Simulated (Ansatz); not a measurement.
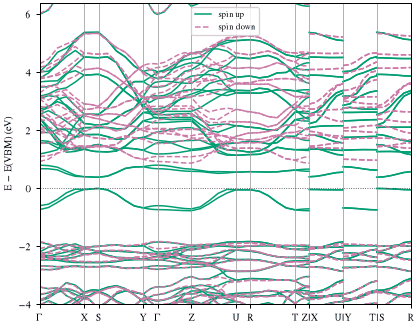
Fig. 1. Band structure from r²SCAN+D4 (plane waves, PAW; program Ansatz)

Task: Read off the gap and where the band edges lie.

Result: About 0.4 eV (0.39 eV by a search for the band edges); maximum at S, minimum at S.

The material is AgV$_{2}$O$_{5}$ in space group Pmmn (No. 59; Pearson symbol oP16).

A made-up cell: these elements were put on the sites of a structure type; neither database checked (COD, Materials Project) lists it. Whether it is the stable phase at ambient conditions was not checked. The cell was relaxed with r²SCAN+D4 under the symmetry of its start; whether a distortion lowers the energy is not shown. The final state is ferromagnetic, chosen from 3 collinear starts compared on coarse meshes (ties went to the first, and starts can fall back to one state), not a proven ground state. Other orbital occupations within this spin state were not tried. No Hubbard U is applied. Scalar-relativistic: spin–orbit coupling is off unless named, which matters more the heavier the elements.

Potentials: the later of the program's two PAW sets.
